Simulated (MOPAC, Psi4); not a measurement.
Intermolecular potential of H4Ge ··· H2Se (SMILES [GeH4] and [SeH2]). Monomers: optimised at B3LYP-D3(BJ) (def2-TZVP), held rigid. Orientation: a higher rigid-body minimum at GFN2-xTB. The monomers approach along the line of their centres of mass (distance R); nothing else relaxes.

Geometry at R = 4.40 Å (first 5 atoms: monomer A):
```
8

Ge     0.0000     0.0000     0.0000
H     -0.8434    -0.6033    -1.1330
H      0.1849     1.5049    -0.2449
H      1.3740    -0.6854     0.0362
H     -0.7155    -0.2163     1.3417
Se    -0.8408     4.3030     0.1562
H     -1.5739     5.4947     0.6084
H     -1.6496     3.4350     1.0247
```

- BLYP/def2-TZVP, counterpoise-corrected (Psi4)
- SCS-MP2/aug-cc-pVDZ = Psi4 with DF-SCS-MP2/aug-cc-pVDZ, frozen core, counterpoise-corrected
- PBE/def2-TZVP, counterpoise-corrected (Psi4)
- AM1, restricted, heats of formation (MOPAC)
- HF/aug-cc-pVDZ, counterpoise-corrected (Psi4)

Interaction energies in kJ/mol (negative: bound); R is the distance of the centres of mass, d the H3···H8 distance.

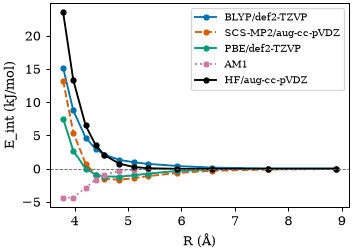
Interaction energy against separation.

```csv
R / Å,d / Å,BLYP/def2-TZVP,SCS-MP2/aug-cc-pVDZ,PBE/def2-TZVP,AM1,HF/aug-cc-pVDZ
3.79,2.50,15.17,13.25,7.54,-4.36,23.52
3.98,2.64,8.76,5.44,2.72,-4.35,13.34
4.21,2.80,4.68,0.77,0.01,-2.87,6.52
4.40,2.95,2.95,-0.90,-0.89,-1.63,3.52
4.56,3.08,2.12,-1.49,-1.17,-0.93,2.06
4.84,3.30,1.34,-1.66,-1.19,-0.32,0.76
5.11,3.53,0.97,-1.42,-0.99,-0.12,0.26
5.38,3.76,0.73,-1.11,-0.74,-0.06,0.07
5.93,4.25,0.41,-0.62,-0.33,-0.03,-0.02
6.57,4.84,0.17,-0.31,-0.10,-0.02,-0.01
7.63,5.83,0.02,-0.11,-0.01,-0.01,0.00
8.89,7.04,0.00,-0.04,0.00,0.00,0.00
```

Lowest grid point: BLYP/def2-TZVP 0.00 kJ/mol at R = 8.89 Å; SCS-MP2/aug-cc-pVDZ -1.66 kJ/mol at R = 4.84 Å; PBE/def2-TZVP -1.19 kJ/mol at R = 4.84 Å; AM1 -4.36 kJ/mol at R = 3.79 Å; HF/aug-cc-pVDZ -0.02 kJ/mol at R = 5.93 Å.
